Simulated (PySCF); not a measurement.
**SeN (doublet): density, localisation and related maps**

```xyz
2

Se    0.0000    0.0000   -0.2456
N     0.0000    0.0000    1.4014
```

Theory: PBE0/cc-pVTZ(-PP), non-relativistic Hamiltonian with scalar-relativistic core potentials where named, at a bond length of 1.647 Å (PySCF 2.14.0).

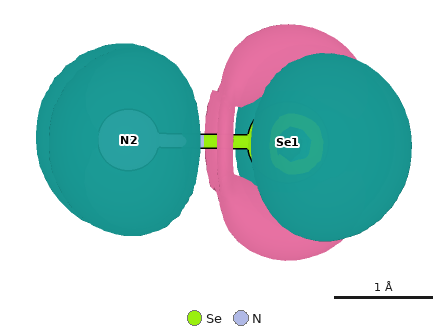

Figure 1. Isosurfaces of the spin density (α minus β) at +0.02 (teal) and −0.02 e/Å³ (pink), seen from one side.

> Which atoms carry the spin?

The unpaired spin (1 electron) lies mostly on N2 (about 0.7) and Se1 (about 0.3), in electrons by Hirshfeld's partition.

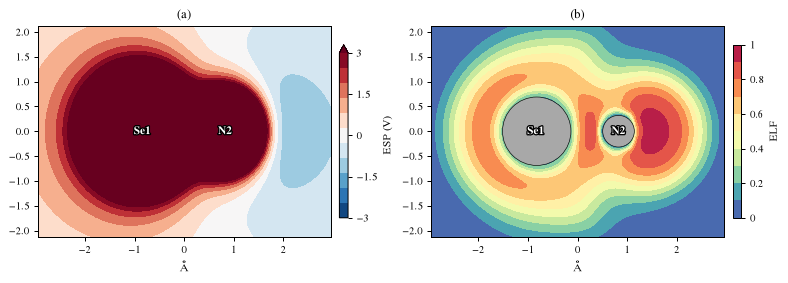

Figure 2. (a) molecular electrostatic potential; (b) electron localisation function on a plane that holds the molecular axis. Grey discs cover the atomic cores in the ELF map.

> What does the map show?

- The plane passes through Se and N nuclei.
- Se–N (1.65 Å): the ELF peaks at about 0.85 between the atoms; localised, covalent bonding.
- The ELF also peaks beside N2, away from the bonds: non-bonding electrons, paired or unpaired.
- Outside the dense part of the molecule the potential is most negative (−1.3 V) near N2.

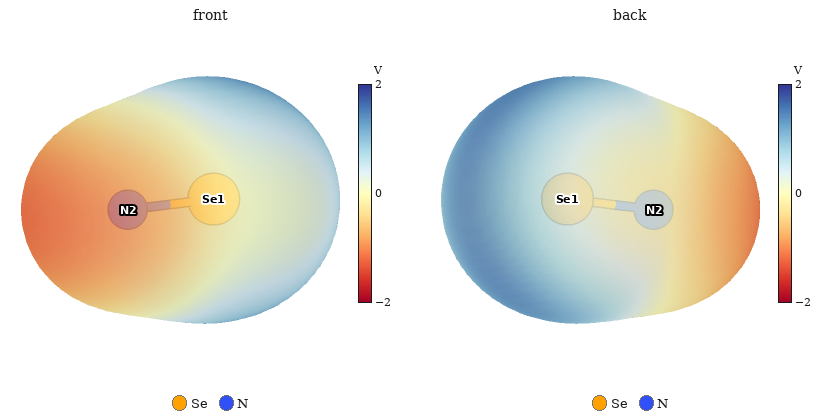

Figure 3. The electrostatic potential painted on the density surface at 0.002 e/bohr³, seen from the front and from behind; red is negative and blue positive.

> Describe the electrostatic potential map.

The most negative region (about −1.2 V) lies over N2, the most positive (about +1.5 V) over Se1. N2 is the likeliest acceptor of a hydrogen bond.
